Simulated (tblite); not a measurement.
Saddle-point search, with input and output: C4H10O2Si

The run: saddle-point search of C4H10O2Si, SMILES C=CC[Si@@H](O)OC. Method and program: GFN2-xTB saddle search (eigenvector following) and harmonic vibrations, gas phase (tblite 0.8.0).

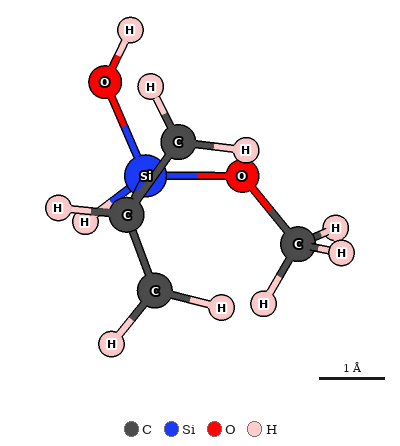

The input geometry (ball-and-stick view, seen at a tilt).

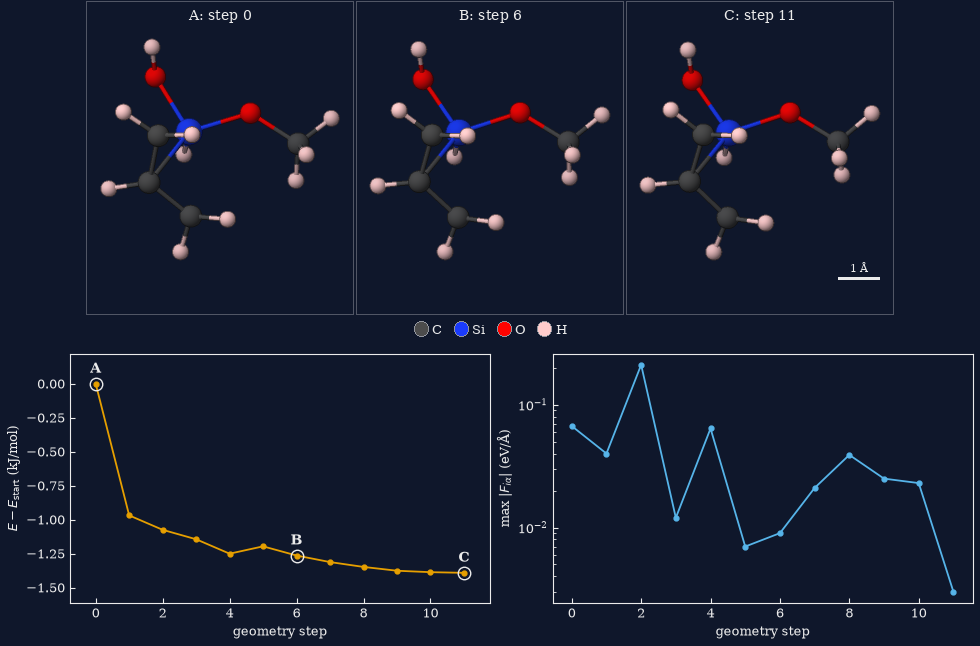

Frames of the saddle-point search (ball-and-stick view, seen at a tilt) above the curves, on which the letters mark them (steps are counted from 0).

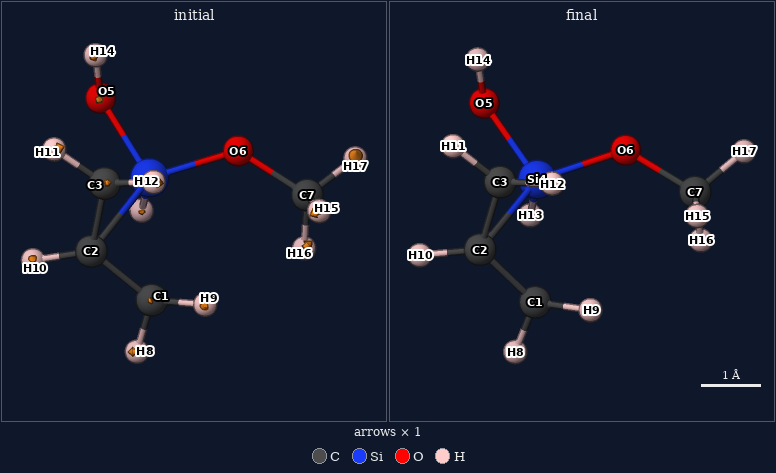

Before (left) and after (right) the saddle-point search, at one scale (ball-and-stick view, seen at a tilt). The orange arrows give the displacements, at true length. After 11 geometry steps the energy has fallen by 1.39 kJ/mol. The largest force component goes from 0.067 to 0.003 eV/Å. The largest move after the best rigid fit is that of H17, 0.31 Å. By element the largest moves are H 0.31 Å, O 0.13 Å, C 0.13 Å, Si 0.05 Å. Among the angles that change: C2–Si4–O5 113.3° → 110.9°. (Atoms are counted from 1 in the order of the input.)

The input that produced these results follows, with the program's output.

The input
```
{"job": {"xc": "GFN2-xTB", "basis": "xTB", "kind": "saddle"}, "charge": 0, "multiplicity": 1}
C     -0.871937    -1.407283     0.095618
C     -1.563795    -0.303812     0.606969
C     -0.963296     0.684143     1.398329
Si    -0.231133     0.601335    -0.750777
O     -0.576599     2.161736    -1.049616
O      1.345804     0.522268    -0.417789
C      2.208370    -0.576205    -0.390898
H     -1.405729    -2.132368    -0.492963
H     -0.035512    -1.799340     0.649570
H     -2.555207    -0.107258     0.217886
H     -1.578557     1.500166     1.740773
H     -0.162640     0.406880     2.065051
H     -0.554584     0.162590    -2.109094
H     -0.407595     2.857452    -0.418963
H      2.319266    -0.935826     0.634909
H      1.852258    -1.390454    -1.023585
H      3.180887    -0.244024    -0.755419
```

The first line tells a small driver script what to run in tblite; the rest is the geometry in Å.

Launch command:
```bash
OMP_NUM_THREADS=1 python <driver script> task.json out
```

The program's output
```
step      E/eV     max force
  0    -639.81230   0.0877
  1    -639.82234   0.0458
  2    -639.82344   0.2250
  3    -639.82416   0.0163
  4    -639.82526   0.0703
  5    -639.82470   0.0073
  6    -639.82540   0.0113
  7    -639.82590   0.0232
  8    -639.82627   0.0439
  9    -639.82656   0.0275
 10    -639.82667   0.0260
 11    -639.82672   0.0032
lowest wavenumbers (cm-1): -410.7 61.8 95.3 132.7 166.1 208.4
```

Trajectory as extended XYZ (Å, eV, eV/Å), 12 frames, from step=0 to step=11
```
17
Properties=species:S:1:pos:R:3:forces:R:3 step=0 energy=-639.81230
C    -0.8719   -1.4073    0.0956   -0.0670  -0.0210  -0.0020
C    -1.5638   -0.3038    0.6070    0.0450  -0.0190  -0.0210
C    -0.9633    0.6841    1.3983    0.0030   0.0160  -0.0100
Si   -0.2311    0.6013   -0.7508    0.0250   0.0130   0.0050
O    -0.5766    2.1617   -1.0496   -0.0630  -0.0190  -0.0580
O     1.3458    0.5223   -0.4178    0.0120  -0.0340   0.0170
C     2.2084   -0.5762   -0.3909    0.0410  -0.0010   0.0170
H    -1.4057   -2.1324   -0.4930   -0.0170   0.0130  -0.0340
H    -0.0355   -1.7993    0.6496   -0.0100   0.0120   0.0140
H    -2.5552   -0.1073    0.2179    0.0210  -0.0020   0.0090
H    -1.5786    1.5002    1.7408    0.0070   0.0040   0.0170
H    -0.1626    0.4069    2.0651    0.0160  -0.0050  -0.0270
H    -0.5546    0.1626   -2.1091   -0.0440  -0.0430  -0.0030
H    -0.4076    2.8575   -0.4190    0.0130   0.0530   0.0430
H     2.3193   -0.9358    0.6349    0.0040  -0.0330  -0.0010
H     1.8523   -1.3905   -1.0236   -0.0200   0.0370   0.0310
H     3.1809   -0.2440   -0.7554    0.0330   0.0290   0.0030
17
Properties=species:S:1:pos:R:3:forces:R:3 step=1 energy=-639.82234
C    -0.9216   -1.4123    0.0754   -0.0400   0.0130   0.0180
C    -1.5586   -0.2896    0.6144    0.0370  -0.0120  -0.0040
C    -0.9045    0.6730    1.3989   -0.0220  -0.0160  -0.0030
Si   -0.2327    0.5887   -0.7660    0.0010   0.0220  -0.0070
O    -0.6270    2.1338   -1.0850   -0.0070  -0.0150   0.0040
O     1.3444    0.5306   -0.4276    0.0270  -0.0250  -0.0060
C     2.2243   -0.5528   -0.3593    0.0170   0.0030   0.0030
H    -1.4913   -2.1010   -0.5252    0.0170   0.0310   0.0190
H    -0.0840   -1.8416    0.6007   -0.0330   0.0170  -0.0150
H    -2.5532   -0.0555    0.2536    0.0380  -0.0070   0.0160
H    -1.4883    1.4952    1.7836    0.0270  -0.0350  -0.0120
H    -0.0896    0.3593    2.0337   -0.0260   0.0090  -0.0310
H    -0.5449    0.1195   -2.1194   -0.0080  -0.0050   0.0060
H    -0.4807    2.8424   -0.4606    0.0010  -0.0060  -0.0030
H     2.2903   -0.9196    0.6693   -0.0060  -0.0020  -0.0310
H     1.9077   -1.3680   -1.0120    0.0110   0.0300   0.0260
H     3.2097   -0.2019   -0.6742   -0.0350  -0.0010   0.0190
17
Properties=species:S:1:pos:R:3:forces:R:3 step=2 energy=-639.82344
C    -0.9373   -1.4137    0.0695   -0.0140   0.0150   0.0180
C    -1.5504   -0.2863    0.6232    0.0230  -0.0010   0.0010
C    -0.8720    0.6681    1.3972   -0.0180  -0.0150  -0.0050
Si   -0.2393    0.5835   -0.7788    0.0010   0.0090  -0.0050
O    -0.6517    2.1222   -1.1013   -0.0010  -0.0170   0.0000
O     1.3429    0.5379   -0.4609    0.0660  -0.0520   0.0030
C     2.2231   -0.5422   -0.3458    0.0770  -0.0230   0.0240
H    -1.5239   -2.0911   -0.5266    0.0100   0.0170   0.0140
H    -0.0947   -1.8546    0.5761   -0.0230   0.0090  -0.0120
H    -2.5490   -0.0408    0.2823    0.0280  -0.0040   0.0120
H    -1.4412    1.4914    1.8001    0.0200  -0.0240  -0.0100
H    -0.0471    0.3440    2.0136   -0.0230   0.0060  -0.0210
H    -0.5601    0.1033   -2.1265   -0.0010  -0.0010   0.0010
H    -0.5014    2.8349   -0.4828    0.0000   0.0050   0.0040
H     2.2134   -0.9326    0.6814    0.0080   0.0450  -0.1830
H     1.9560   -1.3445   -1.0412    0.0570   0.0900   0.1080
H     3.2327   -0.1793   -0.5795   -0.2110  -0.0590   0.0510
17
Properties=species:S:1:pos:R:3:forces:R:3 step=3 energy=-639.82416
C    -0.9368   -1.4132    0.0700   -0.0060   0.0030   0.0030
C    -1.5558   -0.2867    0.6175    0.0060  -0.0010   0.0000
C    -0.8860    0.6675    1.3974   -0.0020  -0.0030  -0.0010
Si   -0.2350    0.5845   -0.7729    0.0000   0.0030  -0.0020
O    -0.6414    2.1252   -1.0934   -0.0020  -0.0030   0.0000
O     1.3442    0.5335   -0.4433    0.0080  -0.0080  -0.0030
C     2.2278   -0.5441   -0.3494    0.0030   0.0010   0.0010
H    -1.5173   -2.0913   -0.5303    0.0010   0.0050   0.0040
H    -0.0988   -1.8523    0.5847   -0.0050   0.0020  -0.0040
H    -2.5509   -0.0423    0.2678    0.0060  -0.0010   0.0040
H    -1.4587    1.4905    1.7943    0.0070  -0.0060  -0.0010
H    -0.0668    0.3442    2.0204   -0.0030   0.0010  -0.0060
H    -0.5502    0.1085   -2.1233   -0.0010  -0.0010   0.0000
H    -0.4936    2.8357   -0.4716   -0.0010  -0.0010  -0.0020
H     2.2687   -0.9120    0.6795   -0.0070   0.0000  -0.0120
H     1.9326   -1.3606   -1.0094    0.0070   0.0090   0.0050
H     3.2180   -0.1870   -0.6380   -0.0120  -0.0010   0.0110
17
Properties=species:S:1:pos:R:3:forces:R:3 step=4 energy=-639.82526
C    -0.9426   -1.4137    0.0685   -0.0020   0.0020   0.0020
C    -1.5511   -0.2852    0.6225    0.0030   0.0010   0.0010
C    -0.8698    0.6662    1.3962   -0.0010  -0.0030  -0.0010
Si   -0.2384    0.5821   -0.7793    0.0010   0.0010  -0.0010
O    -0.6523    2.1200   -1.1015   -0.0010  -0.0010   0.0000
O     1.3435    0.5364   -0.4608    0.0150  -0.0120   0.0000
C     2.2255   -0.5400   -0.3438    0.0260  -0.0100   0.0070
H    -1.5314   -2.0878   -0.5282    0.0000   0.0020   0.0030
H    -0.1014   -1.8575    0.5736   -0.0040   0.0010  -0.0030
H    -2.5485   -0.0364    0.2827    0.0040   0.0000   0.0030
H    -1.4358    1.4899    1.8010    0.0050  -0.0030  -0.0010
H    -0.0460    0.3387    2.0109   -0.0010   0.0010  -0.0040
H    -0.5576    0.1013   -2.1272   -0.0010   0.0000   0.0000
H    -0.5047    2.8326   -0.4820   -0.0010  -0.0010  -0.0010
H     2.2231   -0.9248    0.6813   -0.0020   0.0140  -0.0570
H     1.9600   -1.3467   -1.0298    0.0210   0.0290   0.0310
H     3.2276   -0.1752   -0.5841   -0.0640  -0.0200   0.0210
17
Properties=species:S:1:pos:R:3:forces:R:3 step=5 energy=-639.82470
C    -0.9386   -1.4133    0.0705   -0.0030   0.0010   0.0010
C    -1.5544   -0.2861    0.6196    0.0020   0.0000   0.0010
C    -0.8812    0.6676    1.3970    0.0010  -0.0010   0.0000
Si   -0.2361    0.5834   -0.7747   -0.0010   0.0010  -0.0010
O    -0.6447    2.1231   -1.0962   -0.0010  -0.0010  -0.0010
O     1.3439    0.5340   -0.4482    0.0000   0.0000  -0.0030
C     2.2270   -0.5429   -0.3484    0.0000   0.0000  -0.0010
H    -1.5216   -2.0904   -0.5282   -0.0010   0.0020   0.0010
H    -0.0996   -1.8535    0.5823   -0.0020   0.0000  -0.0020
H    -2.5501   -0.0406    0.2730    0.0020   0.0000   0.0030
H    -1.4518    1.4908    1.7959    0.0040  -0.0020   0.0000
H    -0.0605    0.3435    2.0174    0.0010   0.0000  -0.0030
H    -0.5527    0.1054   -2.1241   -0.0010  -0.0010   0.0000
H    -0.4961    2.8346   -0.4757   -0.0020  -0.0010  -0.0010
H     2.2511   -0.9208    0.6770   -0.0060  -0.0020   0.0010
H     1.9445   -1.3534   -1.0208    0.0040   0.0030  -0.0010
H     3.2209   -0.1813   -0.6166    0.0010   0.0020   0.0070
17
Properties=species:S:1:pos:R:3:forces:R:3 step=6 energy=-639.82540
C    -0.9430   -1.4141    0.0658   -0.0010   0.0010   0.0010
C    -1.5501   -0.2860    0.6220    0.0020   0.0000   0.0000
C    -0.8673    0.6645    1.3954    0.0010  -0.0010   0.0000
Si   -0.2395    0.5826   -0.7811    0.0000   0.0000  -0.0010
O    -0.6530    2.1211   -1.1012   -0.0010  -0.0010  -0.0010
O     1.3429    0.5365   -0.4657    0.0050  -0.0060  -0.0010
C     2.2244   -0.5390   -0.3408    0.0010   0.0020   0.0020
H    -1.5329   -2.0873   -0.5305    0.0000   0.0010   0.0010
H    -0.1012   -1.8587    0.5691   -0.0020   0.0000  -0.0020
H    -2.5479   -0.0365    0.2842    0.0020   0.0000   0.0020
H    -1.4323    1.4877    1.8022    0.0030  -0.0010   0.0000
H    -0.0425    0.3361    2.0082    0.0000   0.0000  -0.0020
H    -0.5614    0.1032   -2.1288   -0.0010  -0.0010   0.0000
H    -0.5035    2.8331   -0.4815   -0.0010   0.0000  -0.0010
H     2.2241   -0.9146    0.6861   -0.0050   0.0000  -0.0090
H     1.9587   -1.3516   -1.0179    0.0050   0.0050   0.0020
H     3.2244   -0.1770   -0.5857   -0.0080   0.0000   0.0080
17
Properties=species:S:1:pos:R:3:forces:R:3 step=7 energy=-639.82590
C    -0.9467   -1.4147    0.0625   -0.0010   0.0010   0.0020
C    -1.5464   -0.2857    0.6245    0.0020   0.0000   0.0000
C    -0.8553    0.6622    1.3940   -0.0010  -0.0010   0.0000
Si   -0.2424    0.5817   -0.7865    0.0010   0.0000   0.0000
O    -0.6602    2.1189   -1.1059   -0.0010  -0.0010   0.0000
O     1.3419    0.5383   -0.4800    0.0100  -0.0100   0.0010
C     2.2220   -0.5358   -0.3347    0.0050   0.0010   0.0040
H    -1.5428   -2.0847   -0.5313    0.0000   0.0020   0.0020
H    -0.1025   -1.8629    0.5584   -0.0030   0.0010  -0.0020
H    -2.5460   -0.0330    0.2945    0.0030   0.0000   0.0020
H    -1.4154    1.4856    1.8073    0.0030  -0.0020  -0.0010
H    -0.0267    0.3305    2.0002   -0.0010   0.0010  -0.0020
H    -0.5685    0.1006   -2.1326    0.0000   0.0000   0.0000
H    -0.5097    2.8317   -0.4874   -0.0010   0.0000  -0.0010
H     2.1977   -0.9135    0.6916   -0.0030   0.0040  -0.0210
H     1.9736   -1.3476   -1.0198    0.0070   0.0100   0.0080
H     3.2273   -0.1716   -0.5549   -0.0210  -0.0040   0.0090
17
Properties=species:S:1:pos:R:3:forces:R:3 step=8 energy=-639.82627
C    -0.9497   -1.4146    0.0647   -0.0010   0.0000   0.0000
C    -1.5453   -0.2841    0.6276    0.0010   0.0010   0.0010
C    -0.8500    0.6635    1.3937    0.0000  -0.0010  -0.0010
Si   -0.2429    0.5796   -0.7875   -0.0010   0.0010  -0.0010
O    -0.6640    2.1152   -1.1100    0.0000  -0.0010   0.0000
O     1.3417    0.5382   -0.4823    0.0000   0.0050  -0.0010
C     2.2220   -0.5347   -0.3352    0.0230  -0.0150   0.0010
H    -1.5487   -2.0837   -0.5271    0.0000   0.0000   0.0010
H    -0.1046   -1.8642    0.5578    0.0000   0.0000   0.0000
H    -2.5454   -0.0299    0.3005    0.0000   0.0000   0.0010
H    -1.4074    1.4879    1.8084    0.0010   0.0000   0.0000
H    -0.0204    0.3308    1.9978    0.0010   0.0000   0.0000
H    -0.5681    0.0952   -2.1326    0.0000   0.0000   0.0000
H    -0.5155    2.8296   -0.4928   -0.0010   0.0000  -0.0010
H     2.1751   -0.9318    0.6833    0.0020   0.0070  -0.0310
H     1.9920   -1.3349   -1.0411    0.0140   0.0200   0.0210
H     3.2311   -0.1621   -0.5253   -0.0390  -0.0170   0.0110
17
Properties=species:S:1:pos:R:3:forces:R:3 step=9 energy=-639.82656
C    -0.9551   -1.4150    0.0636   -0.0010   0.0010   0.0020
C    -1.5431   -0.2827    0.6304    0.0020   0.0000   0.0000
C    -0.8399    0.6625    1.3927   -0.0020  -0.0020  -0.0010
Si   -0.2443    0.5778   -0.7909    0.0000   0.0010   0.0000
O    -0.6706    2.1114   -1.1152    0.0000  -0.0010   0.0010
O     1.3414    0.5396   -0.4908    0.0060  -0.0060   0.0010
C     2.2218   -0.5317   -0.3315    0.0090  -0.0060  -0.0020
H    -1.5598   -2.0808   -0.5262    0.0010   0.0010   0.0020
H    -0.1086   -1.8684    0.5507   -0.0020   0.0010  -0.0010
H    -2.5443   -0.0247    0.3093    0.0030  -0.0010   0.0010
H    -1.3924    1.4877    1.8125    0.0020  -0.0020  -0.0010
H    -0.0080    0.3262    1.9919   -0.0020   0.0010  -0.0010
H    -0.5702    0.0902   -2.1349    0.0000   0.0000   0.0000
H    -0.5244    2.8271   -0.4989    0.0000   0.0000   0.0000
H     2.1531   -0.9383    0.6816    0.0010   0.0060  -0.0230
H     2.0111   -1.3263   -1.0495    0.0080   0.0140   0.0150
H     3.2333   -0.1546   -0.4949   -0.0250  -0.0090   0.0070
17
Properties=species:S:1:pos:R:3:forces:R:3 step=10 energy=-639.82667
C    -0.9576   -1.4152    0.0645    0.0000   0.0000   0.0000
C    -1.5419   -0.2818    0.6326    0.0000   0.0000   0.0000
C    -0.8349    0.6627    1.3922    0.0000   0.0000   0.0000
Si   -0.2453    0.5764   -0.7925    0.0000   0.0000   0.0000
O    -0.6737    2.1091   -1.1180    0.0000   0.0000   0.0000
O     1.3411    0.5396   -0.4953    0.0010  -0.0010   0.0000
C     2.2216   -0.5304   -0.3309    0.0120  -0.0090   0.0000
H    -1.5650   -2.0799   -0.5235    0.0000   0.0000   0.0000
H    -0.1103   -1.8699    0.5488    0.0010   0.0000   0.0010
H    -2.5436   -0.0223    0.3144    0.0000   0.0000   0.0000
H    -1.3850    1.4886    1.8136   -0.0010   0.0010   0.0000
H    -0.0019    0.3253    1.9891    0.0000   0.0000   0.0000
H    -0.5723    0.0868   -2.1355    0.0000   0.0000   0.0000
H    -0.5276    2.8256   -0.5027    0.0000   0.0000   0.0000
H     2.1359   -0.9484    0.6762    0.0030   0.0060  -0.0210
H     2.0263   -1.3179   -1.0610    0.0070   0.0140   0.0150
H     3.2344   -0.1483   -0.4718   -0.0230  -0.0110   0.0050
17
Properties=species:S:1:pos:R:3:forces:R:3 step=11 energy=-639.82672
C    -0.9577   -1.4151    0.0671    0.0000   0.0000   0.0000
C    -1.5425   -0.2812    0.6337    0.0000   0.0000   0.0000
C    -0.8360    0.6643    1.3925    0.0000   0.0000   0.0000
Si   -0.2453    0.5755   -0.7918    0.0000   0.0000   0.0000
O    -0.6732    2.1081   -1.1186    0.0000   0.0000   0.0000
O     1.3410    0.5390   -0.4939    0.0000  -0.0010   0.0000
C     2.2224   -0.5309   -0.3334    0.0010  -0.0010   0.0000
H    -1.5647   -2.0808   -0.5202    0.0000   0.0000   0.0000
H    -0.1107   -1.8693    0.5525    0.0000   0.0000   0.0000
H    -2.5440   -0.0222    0.3146    0.0000   0.0000   0.0000
H    -1.3864    1.4908    1.8125    0.0000   0.0000   0.0000
H    -0.0032    0.3278    1.9903    0.0000   0.0000   0.0000
H    -0.5725    0.0849   -2.1343    0.0000   0.0000   0.0000
H    -0.5265    2.8251   -0.5040    0.0000   0.0000   0.0000
H     2.1294   -0.9601    0.6677    0.0000   0.0010  -0.0030
H     2.0351   -1.3105   -1.0732    0.0010   0.0020   0.0020
H     3.2348   -0.1454   -0.4616   -0.0020  -0.0010   0.0010
```

Summary

- outcome: converged
- total energy: −639.8267 eV
- point group: C1
- hardware: 1 CPU thread, shared host
- wall time: 6.3 s
- peak memory: 0.2 GiB
